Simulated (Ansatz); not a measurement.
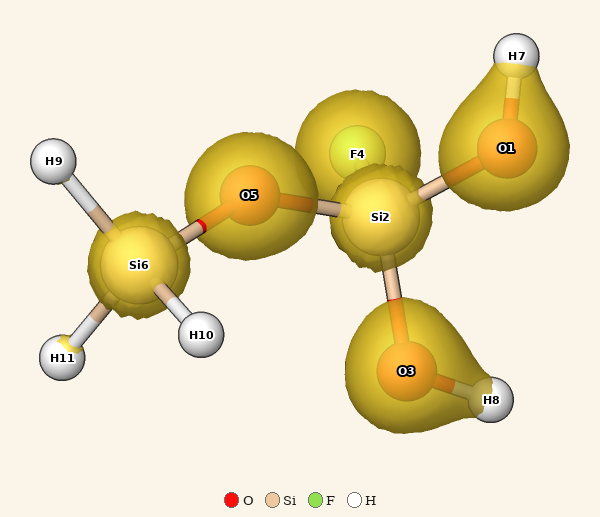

*FH5O3Si2 (SMILES O[Si](O)(F)O[SiH3]). Isosurface of the total electron density at 1.5 e/Å³ (yellow), seen at a tilt.*

Geometry: PBE0-D4/def2-TZVP.

These are results of RKS PBE0-D4/def2-TZVPP in Ansatz 0.2.0, not measurements.

```xyz
11

O    -0.0617   -0.2403    2.2782
Si   -0.0326   -0.8012    0.7553
O    -1.5540   -1.0454    0.2602
F     0.8048   -2.1502    0.7457
O     0.6783    0.1948   -0.2842
Si    0.4544    1.1974   -1.5641
H     0.7463   -0.2687    2.7915
H    -2.1736   -1.4439    0.8719
H     1.7446    1.8797   -1.8256
H    -0.5897    2.2044   -1.2497
H     0.0487    0.4162   -2.7586
```

How is the density connected at this value?

At this value the surface falls into nine separate pieces. It bridges the sampled O–H (0.96 Å) contacts, where the density stays above the isovalue. It is pinched off along the sampled Si–F (1.59 Å), Si–O (1.61 Å) and Si–H (1.48 Å) contacts. On the grid the lowest density along these lines, outside the cores, is 1 e/Å³ (Si–F, 1.59 Å), 1.1 e/Å³ (Si–O, 1.61 Å), 2.5 e/Å³ (O–H, 0.96 Å) and 0.82 e/Å³ (Si–H, 1.48 Å).
